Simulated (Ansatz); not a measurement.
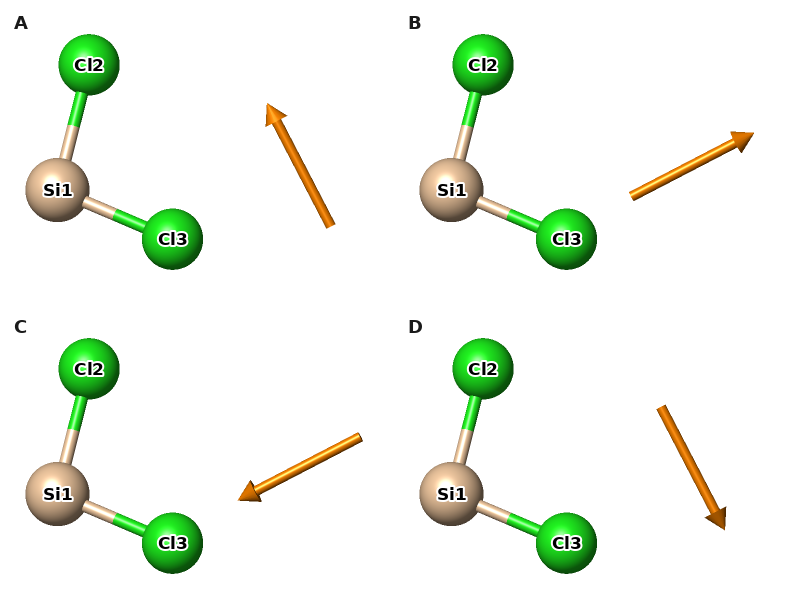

The same molecule four times, each with an arrow. Computed geometry: PBE0-D4/def2-TZVP optimisation. Level of theory: RKS PBE0-D4/def2-TZVP (Ansatz 0.2.0).

Which arrow points along the dipole moment, from the negative to the positive end?

C. The dipole moment is 0.87 D; it points from the side of Cl2, Cl3 to the side of Si1 (the outermost atoms at the two ends).
